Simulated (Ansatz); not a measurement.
# F2HSSn radical: small, medium and large basis sets

Aim: see how fast density functionals converge with the basis set for F2HSSn radical.

Program: Ansatz 0.2.0, Gaussian basis. Level of theory: one geometry, several basis sets. These are calculated values, not measurements.

Plan: PBE0-D4/def2-SVP; ωB97M-V/def2-SVP; PBE0-D4/def2-QZVPP; ωB97M-V/def2-QZVPP; the functionals' def2-TZVPP values are taken from earlier runs.

### 1 Structure used throughout

An earlier PBE0-D4 in a triple-zeta def2 set relaxation fixed the geometry. Sn takes the def2 core potential; no spin-orbit term is included.

SMILES `[F][Sn]([F])[SH]`, 5 atoms, charge 0, spin multiplicity 2.

Atoms are counted from 1 here; the program's logs count them from 0.

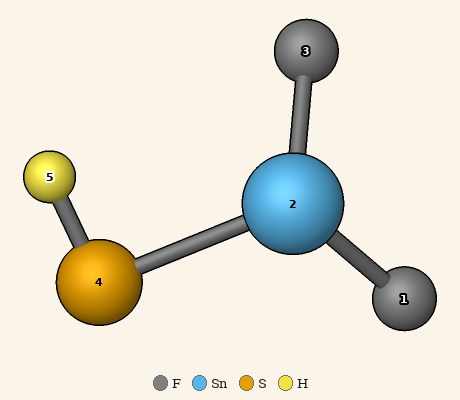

The geometry (fluorine grey, tin blue, sulfur amber, hydrogen yellow); atoms are numbered from 1 in the order of the file.

### 2 PBE0-D4 in def2-SVP

Input file in.yaml:

```yaml
crystal:
  periodic: [false, false, false]
  atoms:
    - {symbol: F, position_ang: [-0.175516, -1.777615, 1.444551]}
    - {symbol: Sn, position_ang: [0.261817, -0.012935, 0.831912]}
    - {symbol: F, position_ang: [1.933081, -0.262634, -0.085357]}
    - {symbol: S, position_ang: [-1.412682, 0.560561, -0.823363]}
    - {symbol: H, position_ang: [-0.556901, 1.418924, -1.409143]}
basis:
  gaussian: {orbitals: def2-SVP}
magnetization: {spin_polarized: true, initial_magnetization: 1}
hamiltonian: {xc: pbe0, dispersion: d4}
output: {orbitals: {seedname: orbitals}}
```

The run is started by

```bash
$ ansatz run in.yaml --threads 4 --pin off --events-out ev --progress --plain --max-ram 10444MiB
```

Further steps of the session: ωB97M-V in def2-SVP; PBE0-D4 in def2-QZVPP; ωB97M-V in def2-QZVPP.

**Question.** What will the summary of the whole plan be? Wanted: PBE0-D4: double and triple zeta above quadruple; ωB97M-V: double and triple zeta above quadruple.

The runs gave:

```
                                       quantity           value
PBE0-D4: double and triple zeta above quadruple  11.95, 0.73 eV
ωB97M-V: double and triple zeta above quadruple  12.05, 0.70 eV
```

For PBE0-D4 the step from double to triple zeta gains 11.22 eV and the next only 0.73 eV. Total energies overstate the basis error of differences, where much of it tends to cancel.
